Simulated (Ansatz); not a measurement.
```
Ga B
1.0
     4.41761    0.00000    0.00000
    -2.20881    3.82577    0.00000
     0.00000    0.00000    2.62830
Ga B
2 1
Direct
  0.33333 0.66667 0.50000
  0.66667 0.33333 0.50000
  0.00000 0.00000 0.50000
```

Space group P6/mmm; a structure generated by program, which may or may not match a known phase; computed without spin polarisation.

Theory: DFT PBE, scalar-relativistic, plane waves, PAW in Ansatz 0.2.0.

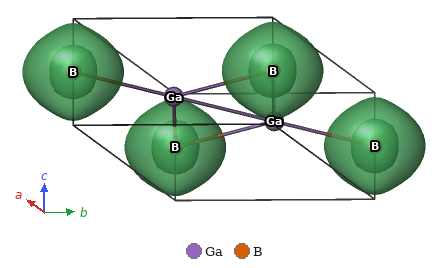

Ga$_{2}$B. Isosurface of the electron localisation function at 0.6 (green), seen at an oblique angle. Only the valence region is drawn (cores and ρ < 0.01 e/Å³ removed). Sticks mark near contacts.

Core electrons are frozen (PAW), and the valence fields are smoothed inside the atomic spheres.

Identify the bonds, lone pairs and shells in this picture.

Answer. The ELF exceeds this value in one region wrapped around B (its valence shell), counted in one cell of 3 atoms. Any copies at cell faces, edges or corners count once. Along the contacts the grid gives the following. Ga–B (2.55 Å): the ELF peaks at about 0.80 in the valence shell of B, 0.8 Å from its nucleus, and is about 0.45 at the midpoint. Ga–Ga (2.55 Å): the ELF is about 0.40 at the midpoint.
